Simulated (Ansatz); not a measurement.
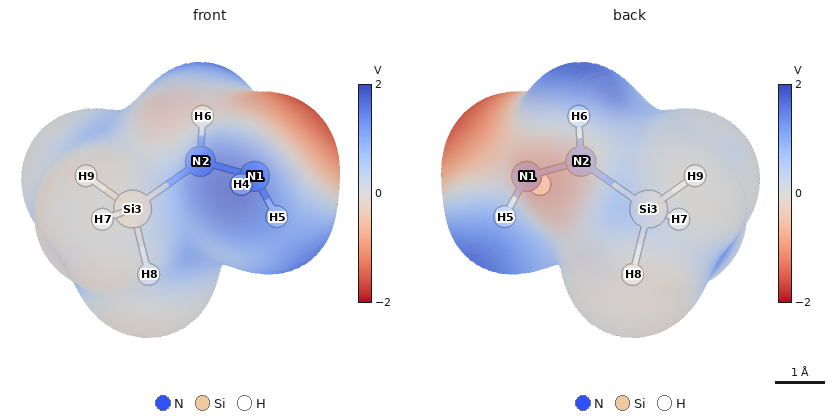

The picture shows: H6N2Si. The electrostatic potential painted on the density surface at 0.002 e/bohr³, seen from the front and from behind; the colour scale runs from red (negative) to blue (positive).

Geometry: PBE0-D4/def2-TZVP.

These are results of Ansatz 0.2.0, RKS PBE0-D4/def2-TZVPP, not measurements.

```xyz
9

N    -0.5588    0.9250   -1.2031
N    -0.2855    0.7082    0.1597
Si    0.4084   -0.7366    0.7675
H     0.2679    0.7613   -1.7675
H    -1.2905    0.2976   -1.5156
H    -0.3775    1.5493    0.7018
H     1.7292   -1.0400    0.1396
H    -0.4698   -1.9073    0.4845
H     0.5765   -0.5573    2.2330
```

Question: Where is the surface potential most negative and most positive?

Answer: The most negative region (about −1.5 V, or −35 kcal/mol for a unit charge) lies over N1, the most positive (about +1.6 V, or +37 kcal/mol for a unit charge) over H6. N1 is the likeliest acceptor of a hydrogen bond.
